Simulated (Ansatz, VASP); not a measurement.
# NbSi in two plane-wave programs, part 2 of 2

Wanted: the spread between two codes on one cell, functional and k mesh. The cell is invented: As first built, before any earlier steps moved the atoms (in the runner's words): it takes the WC structure with all of its atoms replaced by other elements, volume scaled by an estimate. It may not be a known or stable phase. The cell is taken from a series of VASP runs on this material, whose earlier steps may have relaxed, scaled or displaced it; both programs get it as it stands. Other levels of theory on this material are compared in a session of their own. Valence electrons are named where the data sets of a main pair hold unlike numbers.

VASP 6.6.1 and Ansatz 0.2.0.

So far. Step 2 (VASP: band structure, LDA): At this level the cell is under a tension of 7.1 GPa, so at these settings it is away from equilibrium.

### 5. VASP: band structure, PBE, spin-orbit coupling

Level of this step: PBE, spin-orbit coupling; plane waves and PAW (Nb_sv, Si); invented cell (VASP).

With cell and atoms fixed, the geometry can't cause a difference; cores, projectors, grids and the points listed under the comparison can.

Contents of INCAR:

```
SYSTEM = NbSi
PREC = Accurate
ENCUT = 400
EDIFF = 1E-06
NELM = 100
ISMEAR = 0
SIGMA = 0.02
LREAL = .FALSE.
ALGO = Normal
GGA = PE
LNONCOLLINEAR = .TRUE.
MAGMOM = 0 0 0 0 0 0
NBANDS = 28
GGA_COMPAT = .FALSE.
LASPH = .TRUE.
LSORBIT = .TRUE.
LMAXMIX = 4
LORBIT = 11
LWAVE = .FALSE.
LCHARG = .FALSE.
KPAR = 4
```

Contents of POSCAR:

```
NbSi
1.0
    3.0335601418     -0.0000000243      0.0000000000
   -1.5167806400      2.6271406017      0.0000000000
    0.0000000000      0.0000000000      4.0525052525
Nb Si
1 1
Direct
    0.0000000000      0.0000000000      0.0000000000
    0.6666666700      0.3333333300      0.5000000000
```

Contents of KPOINTS:

```
Automatic mesh
0
Gamma
8 8 5
0 0 0
```

Contents of KPOINTS_OPT:

```
Line mode
16
Line-mode
Reciprocal
  0.00000000   0.00000000   0.00000000 GAMMA
  0.50000000   0.00000000   0.00000000 M

  0.50000000   0.00000000   0.00000000 M
  0.33333333   0.33333333   0.00000000 K

  0.33333333   0.33333333   0.00000000 K
  0.00000000   0.00000000   0.00000000 GAMMA

  0.00000000   0.00000000   0.00000000 GAMMA
  0.00000000   0.00000000   0.50000000 A

  0.00000000   0.00000000   0.50000000 A
  0.50000000   0.00000000   0.50000000 L

  0.50000000   0.00000000   0.50000000 L
  0.33333333   0.33333333   0.50000000 H

  0.33333333   0.33333333   0.50000000 H
  0.00000000   0.00000000   0.50000000 A

  0.50000000   0.00000000   0.50000000 L
  0.50000000   0.00000000   0.00000000 M

  0.33333333   0.33333333   0.00000000 K
  0.33333333   0.33333333   0.50000000 H
```

PAW data sets: Nb_sv and Si (PBE family, release 64).

Launch:

```sh
$ mpirun -np 4 vasp_ncl
```

Numbers of over 12 decimals in the logs are rounded to 6 here.

Log:

```text
[banner, memory and clock lines left out]
running    4 mpi-ranks, on    1 nodes
[...]
LDA part: xc-table for (Slater+PW92), standard interpolation
 POSCAR, INCAR and KPOINTS ok, starting setup
[...]
entering main loop
       N       E                     dE             d eps       ncg     rms          rms(c)
DAV:   1     0.127683614866E+03    0.12768E+03   -0.74897E+03  2520   0.984E+02
DAV:   2    -0.828298764325E+01   -0.13597E+03   -0.13038E+03  3096   0.367E+02
DAV:   3    -0.167920981456E+02   -0.85091E+01   -0.82910E+01  4624   0.692E+01
DAV:   4    -0.171799141967E+02   -0.38782E+00   -0.38521E+00  3584   0.123E+01
[...]
DAV:  11    -0.164012034883E+02   -0.26680E-04   -0.63196E-05  3220   0.886E-02    0.256E-02
DAV:  12    -0.164011979460E+02    0.55423E-05   -0.62226E-06  3456   0.341E-02    0.871E-03
DAV:  13    -0.164011981441E+02   -0.19802E-06   -0.32541E-07  1688   0.709E-03
   1 F= -.16401198E+02 E0= -.16400814E+02  d E =-.767637E-03  mag=     0.0000    -0.0000    -0.0000
 Start KPOINTS_OPT (optional k-point list driver)
k-point batch [1-45\144]
       N       E                     dE             ncg
DAV:   1     0.889001264216E+02   -0.18577E+05     2528
DAV:   2    -0.612635073868E+04   -0.62153E+04     3068
DAV:   3    -0.650886678524E+04   -0.38252E+03     4456
DAV:   4    -0.652924710924E+04   -0.20380E+02     3752
DAV:   5    -0.652961065266E+04   -0.36354E+00     3888
DAV:   6    -0.652961545701E+04   -0.48043E-02     3384
DAV:   7    -0.652961573319E+04   -0.27619E-03     4060
DAV:   8    -0.652961573737E+04   -0.41743E-05     3044
DAV:   9    -0.652961573757E+04   -0.20200E-06     2320
[...]
k-point batch [136-144\144]
       N       E                     dE             ncg
DAV:   1     0.190974099828E+05   -0.62417E+04      512
DAV:   2     0.179629517753E+05   -0.11345E+04      612
DAV:   3     0.179005061492E+05   -0.62446E+02      840
DAV:   4     0.178968599160E+05   -0.36462E+01      792
DAV:   5     0.178968151282E+05   -0.44788E-01      744
DAV:   6     0.178968144584E+05   -0.66982E-03      668
DAV:   7     0.178968144327E+05   -0.25718E-04      764
DAV:   8     0.178968144324E+05   -0.32594E-06      544
```

Parts of OUTCAR (step 5):

```text
  Total        0.0233838      0.0233838     -0.0443580     -0.0000000     -0.0000000     -0.0000000
  in kB        1.1600211      1.1600215     -2.2005091     -0.0000003     -0.0000000     -0.0000000
  external PRESSURE =       0.0398445 kB  Pullay stress =       0.0000000 kB

 POSITION                                       TOTAL-FORCE (eV/Angst)
 -----------------------------------------------------------------------------------
      0.00000      0.00000      0.00000        -0.000000      0.000000      0.000000
      1.51678      0.87571      2.02625         0.000000     -0.000000      0.000000
 -----------------------------------------------------------------------------------
    total drift:                               -0.000005     -0.000003      0.000000

  FREE ENERGIE OF THE ION-ELECTRON SYSTEM (eV)
  ---------------------------------------------------
  free  energy   TOTEN  =       -16.4011981441 eV

  energy  without entropy=      -16.4004305070  energy(sigma->0) =      -16.40081433

 magnetization (x)
# of ion       s       p       d       tot
------------------------------------------
    1        0.000   0.000   0.000   0.000
    2        0.000   0.000   0.000   0.000
--------------------------------------------------
tot          0.000   0.000   0.000   0.000

 magnetization (y)
# of ion       s       p       d       tot
------------------------------------------
    1        0.000  -0.000  -0.000  -0.000
    2        0.000  -0.000   0.000  -0.000
--------------------------------------------------
tot          0.000  -0.000  -0.000  -0.000

 magnetization (z)
# of ion       s       p       d       tot
------------------------------------------
    1       -0.000   0.000  -0.000  -0.000
    2       -0.000   0.000   0.000  -0.000
--------------------------------------------------
tot         -0.000   0.000  -0.000  -0.000

[... 1 part as in an earlier step ...]

[... 2 further parts left out ...]
[key lines of the parts left out:]
E-fermi :  10.7126
```

The run ends at a pressure of 0.00 GPa.

### 6. Ansatz: band structure, PBE, spin-orbit coupling

The same cell, functional, mesh and smearing now go to Ansatz, which takes its cutoff from its data sets.

The cell is taken from a series of VASP runs on this material, whose earlier steps may have relaxed, scaled or displaced it; both programs get it as it stands.

Contents of input.yaml:

```yaml
crystal:
  lattice:
    - [3.0335601418, -2.43e-08, 0.0]
    - [-1.51678064, 2.6271406017, 0.0]
    - [0.0, 0.0, 4.0525052525]
  atoms:
    - { symbol: Nb, position: [0.0, 0.0, 0.0] }
    - { symbol: Si, position: [0.66666667, 0.33333333, 0.5] }
hamiltonian:
  xc: pbe
  pseudopotentials: { kind: paw_fr }
magnetization:
  noncollinear: true
  spin_orbit: true
kpoints:
  mp_grid: { grid: [8, 8, 5] }
  band_path:
    path:
      - [0.0, 0.0, 0.0]
      - [0.13333, 0.0, 0.0]
      - [0.3, 0.0, 0.0]
      - [0.46667, 0.0, 0.0]
      - [0.46667, 0.06667, 0.0]
      - [0.41111, 0.17778, 0.0]
      - [0.35556, 0.28889, 0.0]
      - [0.28889, 0.28889, 0.0]
      - [0.17778, 0.17778, 0.0]
      - [0.06667, 0.06667, 0.0]
      - [0.0, 0.0, 0.03333]
      - [0.0, 0.0, 0.2]
      - [0.0, 0.0, 0.36667]
      - [0.0, 0.0, 0.5]
      - [0.16667, 0.0, 0.5]
      - [0.3, 0.0, 0.5]
      - [0.46667, 0.0, 0.5]
      - [0.46667, 0.06667, 0.5]
      - [0.41111, 0.17778, 0.5]
      - [0.35556, 0.28889, 0.5]
      - [0.28889, 0.28889, 0.5]
      - [0.17778, 0.17778, 0.5]
      - [0.06667, 0.06667, 0.5]
      - [0.5, 0.0, 0.46667]
      - [0.5, 0.0, 0.3]
      - [0.5, 0.0, 0.13333]
      - [0.33333, 0.33333, 0.0]
      - [0.33333, 0.33333, 0.16667]
      - [0.33333, 0.33333, 0.33333]
      - [0.33333, 0.33333, 0.5]
    npoints: 1
scf:
  occupations: { method: gaussian, width: 0.02 }
  n_extra_bands: 14
output:
  forces: true
  stress: true
  eigenvalues: true
```

Launch:

```sh
$ ansatz run input.yaml --threads 2 --pin off --max-ram 4608MiB --backend cpu --events-out ev --progress --plain --runs-dir out
```

Log:

```text
[...]
non-collinear run that drives no moment, with spin-orbit: no starting moment large enough to seed its density (crystal.atoms[].spin), no starting occupations that ask for one, no magnetisation constraint and no magnetic field, so the semilocal B_xc is pinned to zero
Crystal: 2 atoms, lattice volume = 32.297 Å³
[...]
k-point 1: bands = [... 13 lower, 13.5281, 14.6046, 14.6126, 14.7343, 14.7343, 16.5488, 16.5488, 16.6186, ... 10 higher]
  k-point 2: bands = [... 13 lower, 13.9271, 14.7480, 14.7550, 14.8864, 14.8864, 16.1101, 16.1101, 16.1763, ... 10 higher]
  k-point 29: bands = [... 13 lower, 11.9275, 12.3387, 12.3631, 14.0381, 14.0797, 16.2868, 16.2909, 18.4468, ... 10 higher]
[key lines of the parts left out:]
SCF converged after 8 iterations
Magnetization: |M| = 0.0000 μB,  M = (+0.0000, +0.0000, +0.0000) μB
Free energy (F): -5189.772162 eV
Fermi energy:    14.629805 eV
P = ⅓ Tr σ = 0.5758 GPa (5.758 kbar)
```

It took 15 s on 2 threads of Arm Neoverse N1, shared host; peak memory 0.4 GiB; 25 s of CPU time.

### 7. Differences

What differs besides the data sets and the points named for the pairs above, as far as they apply: spin-orbit coupling enters by fully relativistic files in Ansatz and inside the spheres in VASP. Total energies have different zeros and are not compared.

Compared:

```
      quantity  Ansatz  VASP  difference
pressure (GPa)    0.58  0.00       +0.57
```

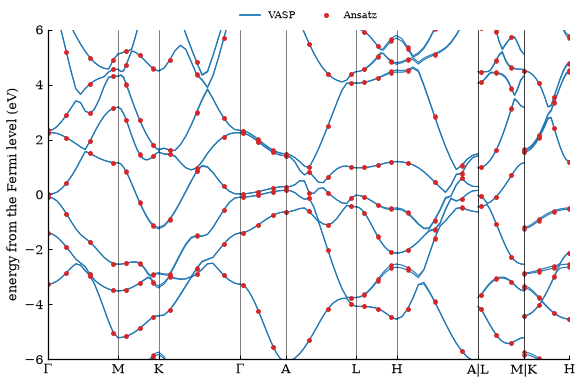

Bands from VASP (lines) and levels from Ansatz (dots). Dots without a line are higher empty bands that the VASP plot leaves out.

Levels from 3 eV below to 2 eV above the Fermi level differ by 1 meV r.m.s. and 3 meV at most; each VASP level is matched to the nearest of Ansatz, which flatters the figure a little.

### 8. Summary of results

```yaml
r_m_s_difference_of_levels_near_the_fermi_level_band_structure_lda: 4.2 meV
r_m_s_difference_of_levels_near_the_fermi_level_band_structure_pbe_spin_orbit_coupling: 0.99 meV
difference_in_pressure_band_structure_pbe_spin_orbit_coupling: 0.57 GPa
```

What this shows: The difference in pressure is 0.57 GPa (band structure, PBE, spin-orbit coupling), within the 1 GPa picked in this series as the mark of a large difference. 3 further runs of this series are not shown here. How closely two codes agree says nothing of how well the functional describes the real material.

[Lines on the potential files, build, host, timing and source positions are cut from VASP's logs without a mark.]

[Logs are printed without paths, hosts, clocks, repeated set-up lines and the standing remarks that a program may print on its own settings, such as how far it seeks lower states.]

[Hosts, paths, dates, database ids (printed as entryN), source tags and the programs' standing remarks are cut or masked in the printed files.]
